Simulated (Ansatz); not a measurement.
Energy against volume for ZrB2 (AlB2 type, space group P6/mmm)

ZrB2 (AlB2 type, space group P6/mmm)

```
CELL_PARAMETERS angstrom
      3.17143     0.00000     0.00000
     -1.58571     2.74654     0.00000
      0.00000     0.00000     3.54132
ATOMIC_POSITIONS crystal
  Zr 0.00000 0.00000 0.00000
  B  0.33333 0.66667 0.50000
  B  0.66667 0.33333 0.50000
```

The volume is varied about the relaxed value V₀ at fixed cell shape. Symmetry pins the atoms to their sites.

The numbers are results of PBE (plane waves to 420 eV, PAW, scalar-relativistic; Ansatz, a program for electronic structure), not measurements. k mesh 17×17×13 (Γ-centred), Fermi-Dirac smearing 0.05 eV. Energies are smeared free energies. Compression counts positive. With the shape held, the modulus is that of even scaling; a crystal free to change shape is softer. ZrB2 is run without spin polarisation. ZrB2 was relaxed with its symmetry unable to fall. ΔE is measured from the relaxed starting cell.

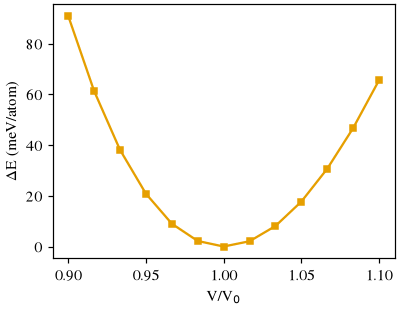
ΔE (meV/atom) against V/V₀; computed points joined by lines.

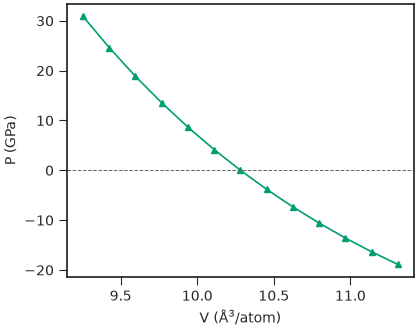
Figure: P (GPa) against V (Å³/atom); computed points joined by lines.

The pressure for 5 % compression (fit) comes out as 13.5 GPa. The energy cost of the largest compression comes out as 91 meV/atom. The energy cost of the largest expansion is 66 meV/atom and the equilibrium volume of the fit comes out as 10.28 Å³/atom. The bulk modulus at fixed cell shape B₀ (third-order Birch-Murnaghan fit) comes out as 239 GPa.

P = (3B₀/2)(x⁷ − x⁵)[1 + ¾(B₀′ − 4)(x² − 1)] with x = (1/0.95)^(1/3), B₀ = 239 GPa and B₀′ = 3.90.

(A scan under strain: stresses follow from slopes of the energy per volume, elastic moduli from its curvatures.)
